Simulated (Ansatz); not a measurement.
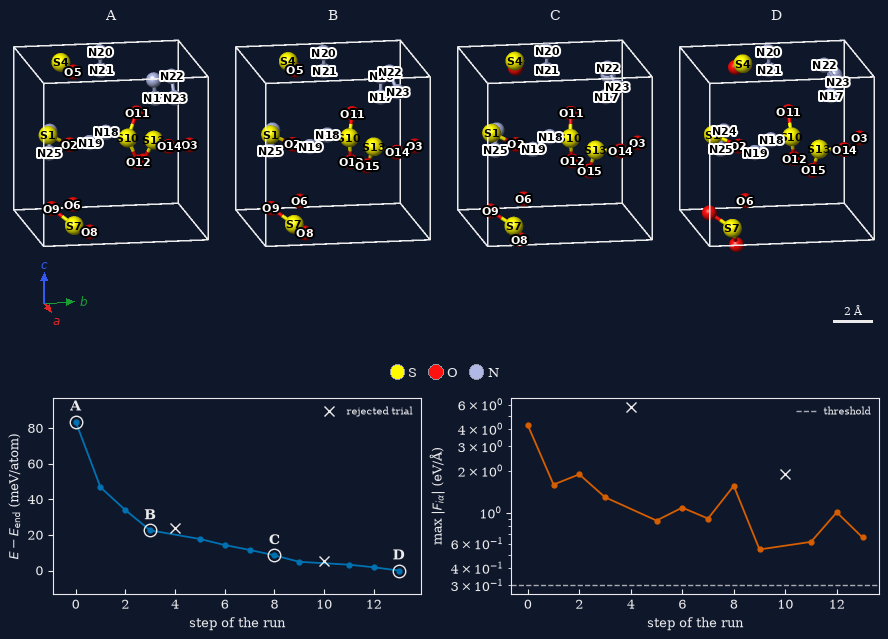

Frames of a relaxation of an amorphous cell of composition SN2O2, marked on the history of the run. A ball-and-stick model of the cell of the calculation, seen slightly off an axis.

The cell holds 5 SO2 + 5 N2. The run prepares the start of a later molecular dynamics calculation, from a guessed geometry.

Computed with Ansatz 0.2.0, DFT PBEsol, scalar-relativistic, plane waves, PAW. Settings: plane-wave cutoff 420 eV; k-point mesh 1 × 1 × 1; occupations fermi dirac; smearing width 0.02 eV; no spin polarisation; atoms relaxed in a fixed cell; force threshold 0.3 eV/Å; at most 15 steps.

Q: What happens along the run?

A: The relaxation stopped without meeting its thresholds, so the last structure isn't shown to be converged. The energy falls by 83.7 meV per atom in 11 accepted moves (13 points after the start). The largest force component goes from 4.3 to 0.66 eV/Å. The line search rejected the trial steps at points 4, 10 of the run. The atom that moves furthest is O8 (1.24 Å along [−1 −3 −2]). By element the largest moves are O 1.24 Å, N 1.00 Å, S 0.94 Å. The cell stays as it was. Near-neighbour distances that change, for instance: N16–N17 1.130 → 1.100 Å, S10–O11 1.477 → 1.451 Å, N22–N23 1.130 → 1.105 Å, S13–O14 1.477 → 1.455 Å. Among the angles between lasting bonds that change: O14–S13–O15 119.8° → 117.3°, O11–S10–O12 119.8° → 117.7°. From step 0 to 3: O atoms move most (0.47 Å), energy −61.1 meV per atom. From step 3 to 8: O8 moves most (0.50 Å), energy −14.0 meV per atom. From step 8 to 13: O and N atoms move most (0.42 Å), energy −8.5 meV per atom.

Limits of the set-up: the program's low-accuracy preset was used.
